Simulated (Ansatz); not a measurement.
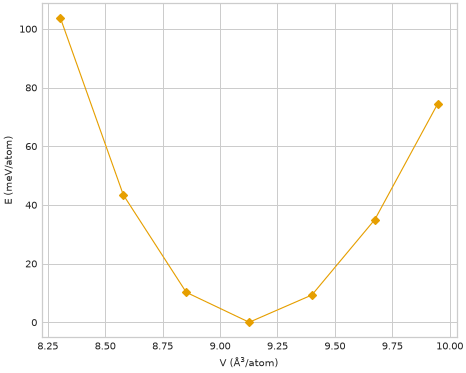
Figure. RuC (CsCl type, Pm-3m) under volume change, PBEsol (plane waves, PAW; program Ansatz), scaled uniformly.

Task: What does a third-order Birch–Murnaghan fit give for V₀, B₀ and B′?

Result: V₀ = 9.13 Å³/atom, B₀ = 378 GPa, B′ = 4.6.

The cell is a constructed one: a structure type filled with these elements; neither database checked (COD, Materials Project) lists it. Its standing as an ambient phase is unchecked. Symmetry was held in the PBEsol relaxation. At this level the phase is dynamically unstable (imaginary phonons). No spin polarisation was allowed.

Potentials: the later of the program's two PAW sets.
